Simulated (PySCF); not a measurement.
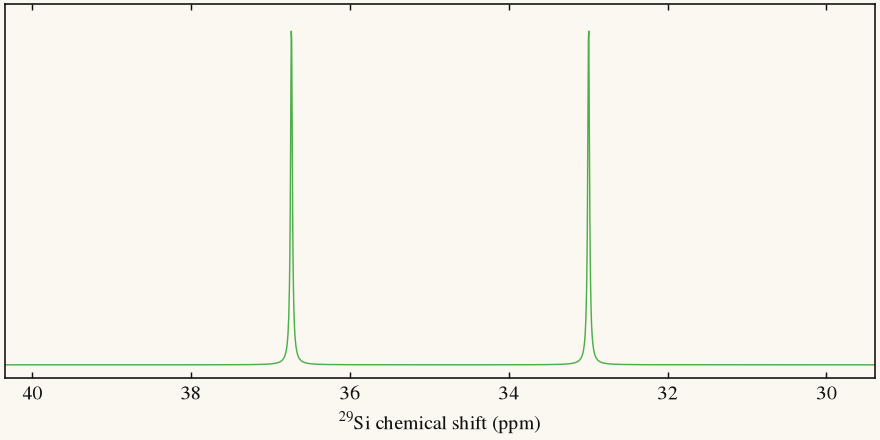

GIAO shifts, ωB97X-D/pcSseg-1, PySCF 2.14.0, at a PBE0-D3(BJ)/def2-SVP geometry (no frequency check), against TMS for ²⁹Si computed at the same level. Gas phase, fully decoupled, line heights follow the number of nuclei, widths are arbitrary (no quadrupolar broadening); values of one conformer, averaged over methyl-type rotors and exact or near symmetry.

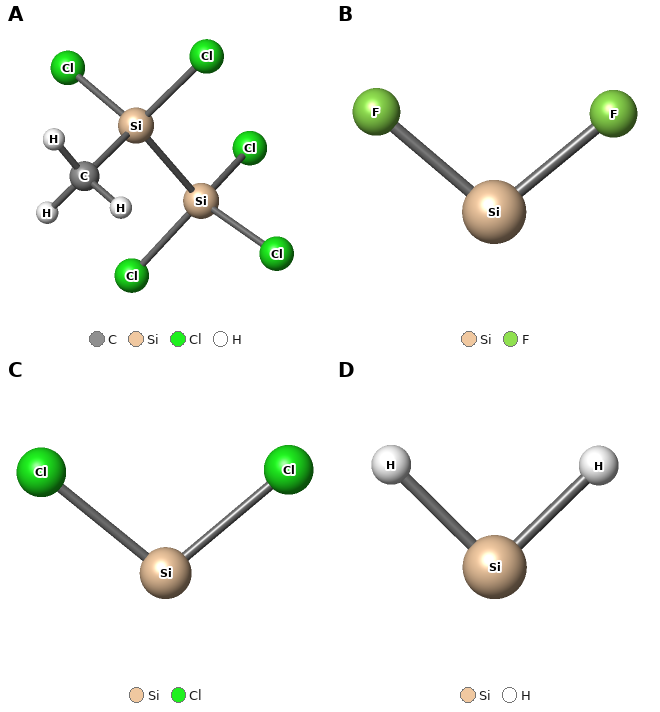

**Which molecule was computed? Choose among the lettered structures.**

Structure A, CH₃Cl₅Si₂, SMILES C[Si](Cl)(Cl)[Si](Cl)(Cl)Cl. Its ²⁹Si signals: 36.7 (1 Si), 33.0 (1 Si) ppm.
